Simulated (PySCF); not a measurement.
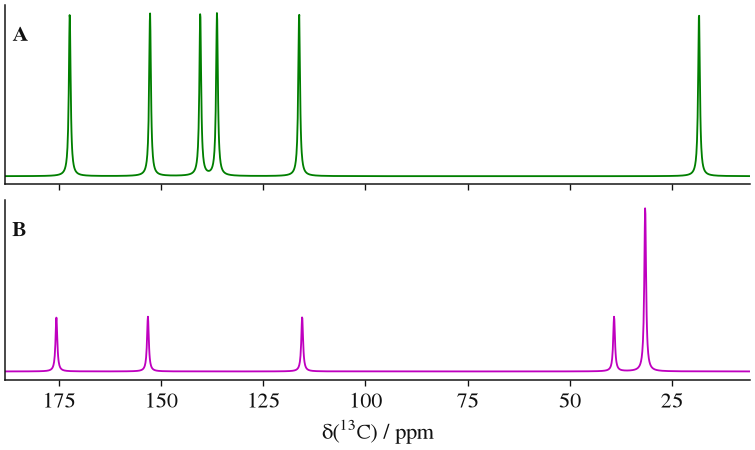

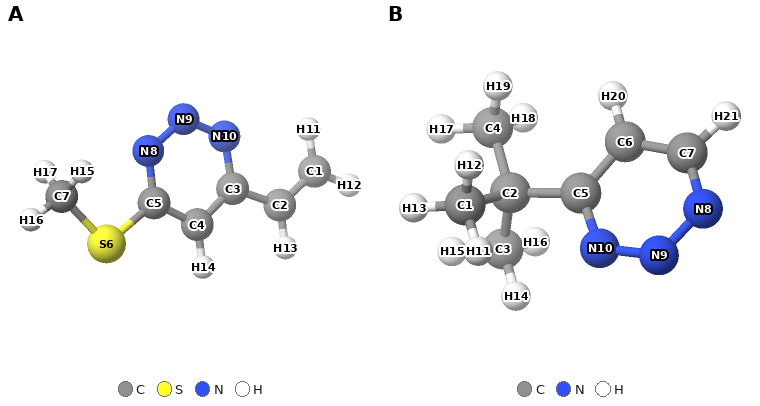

Related molecules: A is C₆H₇N₃S, SMILES C=Cc1cc(SC)nnn1; B is C₇H₁₁N₃, SMILES CC(C)(C)c1ccnnn1. GIAO ¹³C shifts against TMS, B3LYP/pcSseg-1 in PySCF, at a PBE0-D3(BJ)/def2-SVP geometry (no frequency check); fully decoupled, line heights follow the number of nuclei within a panel, widths are arbitrary (no quadrupolar broadening); values of one conformer, averaged over nuclei that symmetry, rotation about single bonds or inversion at nitrogen exchange, these motions taken as fast.

> Assign the ¹³C signals of each molecule.

A: 172.3 (C5); 152.7 (C3); 140.4 (C2); 136.3 (C1); 116.2 (C4); 18.4 (C7)
B: 175.6 (C5); 153.2 (C7); 115.5 (C6); 39.1 (C2); 31.5 (C1, C3, C4)
